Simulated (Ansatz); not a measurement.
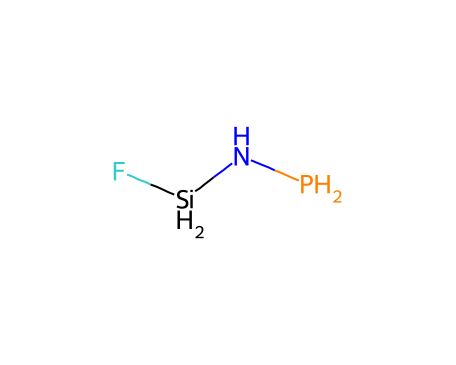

The computed structure is the end point of a PBE0-D4/def2-TZVP optimisation. Method: RKS revPBE-D4/def2-TZVPP (Ansatz 0.2.0).

Computed properties:

The species is FH₅NPSi (`F[SiH2]NP`).
- HOMO energy (Kohn–Sham orbital): −6.32 eV
- LUMO energy (Kohn–Sham orbital): −0.90 eV
- HOMO–LUMO gap: 5.43 eV
- dispersion correction: −56.8 kJ/mol
